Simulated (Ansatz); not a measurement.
# Ca2C (model cell, started as cuprite): a soft mode frozen in, part 3 of 3

Aim: this structure of Ca2C (model cell, started as cuprite) is to be tested for unstable modes, and one is followed downhill.

Ansatz 0.2.0; DFT PBEsol, scalar-relativistic, plane waves, PAW.

So far. Step 5 (Energy along the mode, all amplitudes (two of the runs …): The lowest of the steps tried is at 0.45 Å, 40.8 meV/atom below the parent; the bottom of the well need not coincide with a step. Step 7 (The new phase in its own primitive cell): The largest force component left is 0.55 meV/Å and the pressure is 0.003 GPa, within the tolerances set. The cell now holds 23.22 Å³/atom. The relaxed cell has a = 5.934, c = 3.957 Å (conventional setting).

The structure was built from a prototype and need not be the compound's stable phase.

## Step 8: Modes of the new phase, k-mesh 6×6×8

A relaxed structure may still be a saddle point, so its zone-centre modes are computed. No field response is asked, since the mesh shows no gap.

Contents of input.yaml:

```yaml
crystal:
  lattice:
    - [5.9342102146, 0.0, 0.0]
    - [0.0, 5.9342102146, 0.0]
    - [0.0, 0.0, 3.956713371]
  atoms:
    - { symbol: C, position: [0.0, 0.0, 0.5] }
    - { symbol: C, position: [0.5, 0.5, 0.0] }
    - { symbol: Ca, position: [0.192726071, 0.192726071, 0.0] }
    - { symbol: Ca, position: [0.692726071, 0.307273929, 0.5] }
    - { symbol: Ca, position: [0.307273929, 0.692726071, 0.5] }
    - { symbol: Ca, position: [0.807273929, 0.807273929, 0.0] }
kpoints:
  mp_grid: { grid: [6, 6, 8] }
hamiltonian:
  xc: pbesol
scf:
  occupations: { method: methfessel_paxton, width: 0.15 }
output:
  eigenvalues: true
phonons:
  method: dfpt
```

Command:

```console
$ ansatz run input.yaml --threads 8 --pin off --max-ram 14336MiB --backend cpu --events-out ev --progress --plain --runs-dir out
```

Numbers of over 12 decimals in the logs are rounded to 6 here.

Log:

```text
zone centre: on kpoints.mp_grid the ground state, and the responses unless they are solved on pairs of k-points, stand on 100 of the mesh's 288 k-points, reduced under 2 symmetry operations, with k and −k counted as one. Each operation leaves every solved displacement unchanged or reverses it
[...]
Crystal: 6 atoms, lattice volume = 139.335 Å³
Basis set: ecut = 420 eV, 2717 PW (Γ), exchange–correlation on 80×80×60 points (8 copies of the dense FFT grid, shifted against one another)
Bands: 30, of which v1, the nominal top of the filled ones, is band 24 counted from 1 (23 counted from 0)
Symmetry: 16 space group operations
k-points: 100 of 288 (irreducible under 2 space group operations, time reversal used)
[...]
SCF iter   1: F=—  HF=-7666.601509 eV  |F-HF|=—  |Δ(HF+E_count)|=         —  Δρ=5.97e-3  dr2=7.65e-2  ethr=1.77e-3  ⟨swp⟩=8.2  Hψ=14157  notcnv=0
[...]
SCF iter  10: F=-7666.586960 eV  HF=-7666.586960 eV  |F-HF|=3.64e-12  |Δ(HF+E_count)|=  6.46e-11  S|Δr|=    0.00e0  Δρ=6.81e-8  dr2=5.37e-12  ethr=1.00e-12  ⟨swp⟩=7.6  Hψ=15262  notcnv=0
SCF 1 converged in 10 iterations: F = -7666.586960 eV  dr2 = 5.37e-12
[...]
SCF converged after 10 iterations
[...]
Free energy (F): -7666.586960 eV
[...]
Internal energy: -7666.587653 eV  (E = F + TS)
E sigma→0 (E₀):  -7666.587133 eV
Entropy (-TS):   0.000693 eV (0.115 meV/atom)
Fermi energy:    6.557254 eV
Step filling:    the computed levels leave a gap of 0.0000 eV = 0.0 smearing widths at the electron count; against every level under it full and every level over it empty, smearing changes F+E_penalty+E_count by -0.031 meV and its σ→0 estimate by -0.204 meV
[...]
--- Band table (eV; the first three rows and the last of 100) ---
  k-point 0: bands = [... 20 lower, 5.2601, 5.7456, 6.1803, 6.1803, 6.8627, 7.0469, 7.9084, 9.5646, ... 2 higher]
  k-point 1: bands = [... 20 lower, 5.0127, 6.0243, 6.1848, 6.1848, 6.6028, 7.0726, 7.9994, 9.2718, ... 2 higher]
  k-point 2: bands = [... 20 lower, 5.1361, 6.0261, 6.1894, 6.1894, 6.4813, 7.1628, 8.1019, 8.6987, ... 2 higher]
  k-point 99: bands = [... 20 lower, 5.2414, 5.2414, 5.9319, 5.9319, 7.9608, 7.9608, 8.1372, 8.1372, ... 2 higher]
[...]
ASR residual: 4.123e-5 → 0.000e0 eV/Å²; symmetrization residual: 5.825e-7 eV/Å²
  ASR residual per site (eV/Å²): 4.12e-5 4.12e-5 2.23e-5 2.23e-5 2.23e-5 2.23e-5
[...]
```

Run time: 29 s. Hardware: 8 threads of Arm Neoverse V1, shared host; peak memory 1.6 GiB.

Numbers from this step:

```yaml
sum_rule_residual_before_enforcement: 4.12e-5 eV/Å²
point_group: 4/mmm
highest_optical_mode_at_the_zone_centre_no_lo_to_term: 376.4 cm⁻¹
lowest_optical_zone_centre_mode: 45.41 cm⁻¹
```

Patterns of degenerate modes are one choice out of their space. Modes at Γ, with each element's share of the kinetic energy:

| mode | frequency (cm⁻¹) | symmetry | C % | Ca % |
| --- | --- | --- | --- | --- |
| 1 | 0.0 | acoustic | 13 | 87 |
| 2 | 0.0 | acoustic | 13 | 87 |
| 3 | 0.0 | acoustic | 13 | 87 |
| 4 | 45.4 | B1g | 0 | 100 |
| 5 | 173.4 | B1u | 15 | 85 |
| 6 | 174.3 | Eg | 0 | 100 |
| 7 | 174.3 | Eg | 0 | 100 |
| 8 | 174.4 | Eu | 12 | 88 |
| 9 | 174.4 | Eu | 12 | 88 |
| 10 | 197.0 | A2g | 0 | 100 |
| 11 | 213.2 | A1g | 0 | 100 |
| 12 | 275.5 | B2g | 0 | 100 |
| 13 | 294.6 | Eu | 79 | 21 |
| 14 | 294.6 | Eu | 79 | 21 |
| 15 | 297.5 | B1u | 85 | 15 |
| 16 | 351.6 | A2u | 87 | 13 |
| 17 | 376.4 | Eu | 96 | 4 |
| 18 | 376.4 | Eu | 96 | 4 |

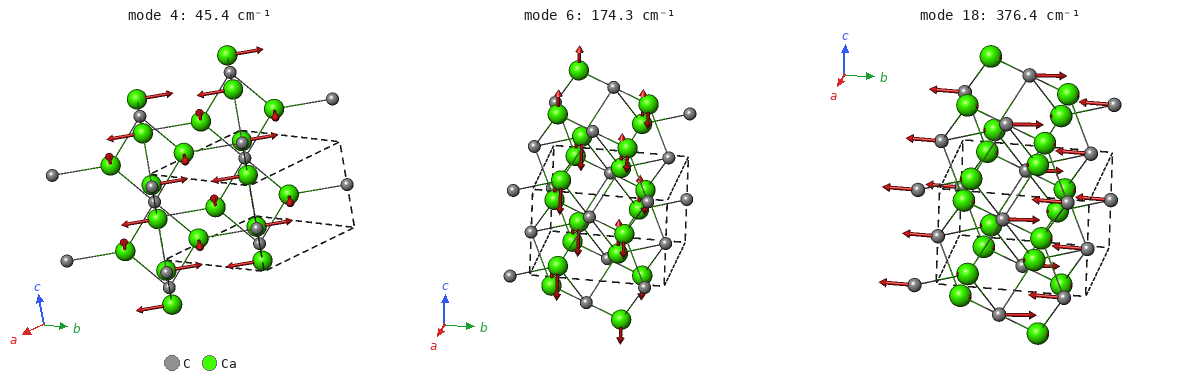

Displacement patterns of modes 4, 6 and 18 at Γ; arrows are exaggerated. 2×1×2 cells are drawn. Some periodic images of atoms are drawn too.

Before it was imposed, the acoustic sum rule was missed by 4.1e-5 eV/Å². Small misses are needed for a sound result but don't prove that mesh and cutoff are converged. The lowest optical mode is real, 45.4 cm⁻¹.

## Step 9: Results

| Quantity | Value |
| --- | --- |
| unstable mode of the parent | q = (0, 0, 0), 155i cm⁻¹ |
| depth at the lowest point sampled | 40.8 meV/atom |
| largest atomic shift at that point | 0.45 Å |
| space group reached (within 0.01 Å) | P4_2/mnm |
| energy gained over the parent (first relaxation, on the mesh of the frozen mode) | 419 meV/atom |
| volume per atom, phase reached | 23.2 Å³ |
| lowest optical zone-centre mode, phase reached | 45.4 cm⁻¹ |
| highest optical mode at the zone centre (no LO-TO term), phase reached | 376 cm⁻¹ |

In words: Along this mode the structure falls into P4_2/mnm, 419 meV/atom below the parent. At the parent's cell the well is 40.78 meV/atom deep on the steps tried, with its lowest point at a shift of 0.45 Å. Relaxing atoms and cell changes the gain by +378.37 meV/atom against the lowest step (energies at zero smearing). Most of the total comes from this relaxation. The new phase has no imaginary mode at the zone centre of its cell; other wavevectors were not checked. Of the 3 patterns followed to their end from this parent, this one reaches the lowest energy. Each path keeps the symmetry of its pattern, so a lower phase may lie along a pattern not tried. With no gap, or one that is small against the smearing, the frequencies hang on the k mesh and the smearing, most of all near Kohn anomalies. The starting cell was built on a prototype and not taken from a measurement, so the phase need not exist.

[Logs are printed without paths, hosts, clocks, repeated set-up lines and the standing remarks that a program may print on its own settings, such as how far it seeks lower states.]

[Hosts, paths, dates, database ids (printed as entryN), source tags and the programs' standing remarks are cut or masked in the printed files.]
